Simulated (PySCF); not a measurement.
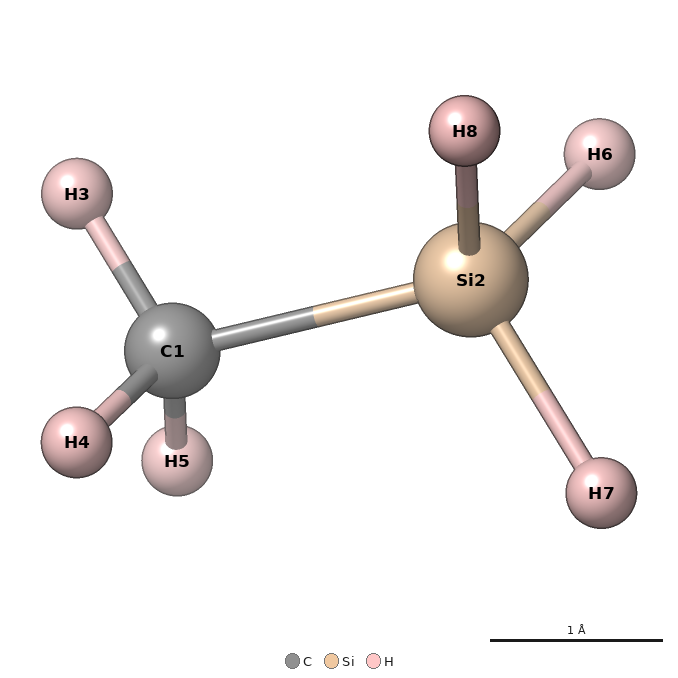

Orthographic view. Distant atoms are faded towards the background colour. Computed geometry: PBE0-D3(BJ)/def2-SVP optimisation. No frequency run is at hand to confirm it as a minimum.

Write a MOL file (V2000) with the atoms in numerical order, bonds sorted by atom number with the orders drawn, and coordinates in the frame of the picture: x right, y up, z towards the viewer, origin at the mean position.

```
CH6Si
                    3D

  8  7  0  0  0  0  0  0  0  0999 V2000
   -0.9200   -0.2200   -0.3000 C   0  0  0  0  0  0  0  0  0  0  0  0
    0.8200    0.2000    0.2700 Si  0  0  0  0  0  4  0  0  0  0  0  0
   -1.4700    0.7000   -0.5600 H   0  0  0  0  0  0  0  0  0  0  0  0
   -1.4800   -0.7500    0.4800 H   0  0  0  0  0  0  0  0  0  0  0  0
   -0.8900   -0.8600   -1.2000 H   0  0  0  0  0  0  0  0  0  0  0  0
    1.5700    0.9300   -0.8000 H   0  0  0  0  0  0  0  0  0  0  0  0
    1.5800   -1.0500    0.6100 H   0  0  0  0  0  0  0  0  0  0  0  0
    0.7800    1.0600    1.4900 H   0  0  0  0  0  0  0  0  0  0  0  0
  1  2  1  0
  1  3  1  0
  1  4  1  0
  1  5  1  0
  2  6  1  0
  2  7  1  0
  2  8  1  0
M  END
```
